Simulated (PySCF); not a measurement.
## Electronic structure of C2H6Br2O2Zr (SMILES C[O][Zr]([Br])([Br])[O]C) in real space

The calculation's input:

```
{"job": {"kind": "uv", "xc": "PBE0", "basis": "def2-SVPD", "ip": true, "nstates": 10}, "charge": 0, "multiplicity": 1}
Zr     0.897295     0.053149     0.868790
Br     0.771162     0.218541     3.385624
Br     3.261598     0.029217     0.016635
O      0.066186     1.562887     0.096151
C     -0.542361     2.603729    -0.590410
H     -0.785415     3.426315     0.101973
H     -1.474363     2.262963    -1.070870
H      0.132067     2.991439    -1.372079
O      0.065728    -1.539753     0.279035
C     -0.478319    -2.677157    -0.302325
H      0.269769    -3.177506    -0.939832
H     -1.349725    -2.419018    -0.926715
H     -0.802992    -3.386895     0.476223
```

Launched as:

```sh
OMP_NUM_THREADS=1 python probes_run.py task.json out
```

Geometry: PBE0-D3(BJ)/def2-SVP; core potentials replace the inner electrons of Zr.

Level of theory: PBE0/def2-SVPD, SCF density, gas phase, scalar-relativistic core potentials on the heavy atoms (PySCF 2.14.0).

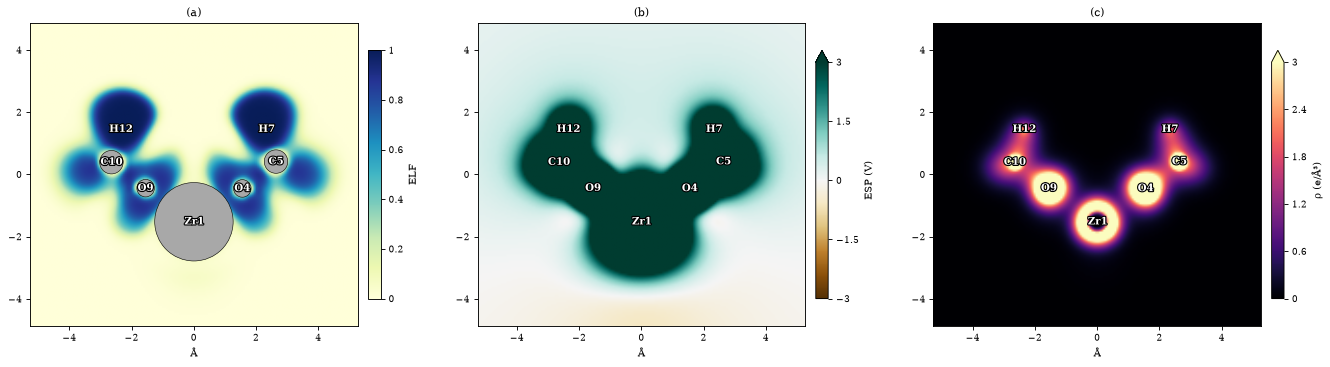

Figure 1. (a) ELF; (b) molecular electrostatic potential; (c) electron density on the plane of atoms O4, Zr1 and O9. Grey discs cover the atomic cores in the ELF map.

**What does the map show?**

The plane passes through Zr, O, C and H nuclei. C–O (1.39 Å): ρ at the midpoint is about 2.1 e/Å³, with its minimum of 1.7 e/Å³ about 0.5 Å from C; the ELF peaks at about 0.90 between the atoms: a shared but strongly polarised pair. Zr–O (1.89 Å): the density is about 0.96 e/Å³ at the midpoint; the ELF peaks at about 0.80 in the valence shell of O, 0.5 Å from its nucleus, and drops to about 0.20 between the two atoms. C–H (1.10 Å): ρ at the midpoint is about 2 e/Å³; the ELF climbs to about 1 towards the hydrogen, as it does in any bond to H: a covalent bond by its length. Outside the dense part of the molecule the potential is most negative (−0.6 V) near Br2, which lies off the plane.

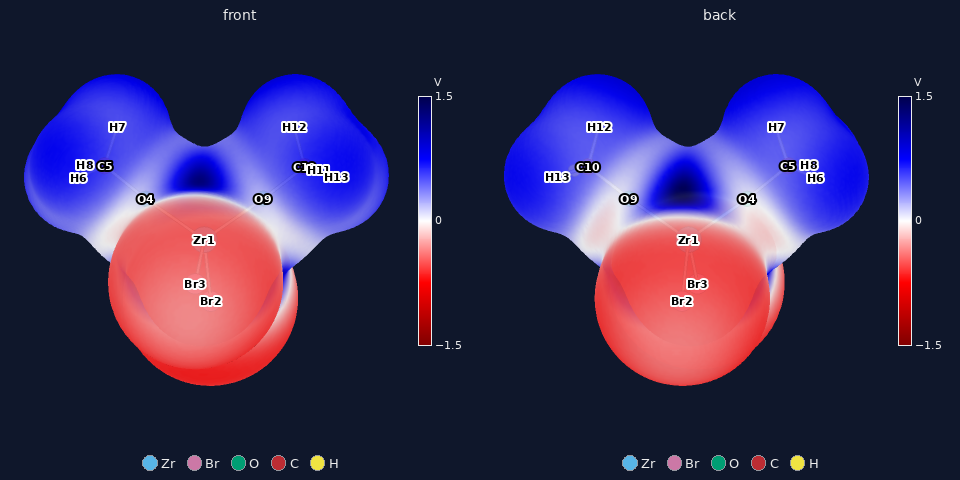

Figure 2. The electrostatic potential painted on the density surface at 0.001 e/bohr³, seen from the front and from behind; red is negative and blue positive.

**Where is the surface potential most negative and most positive?**

The most negative region (about −0.7 V) lies over Br2 and Br3, the most positive (about +1.3 V) over Zr1.
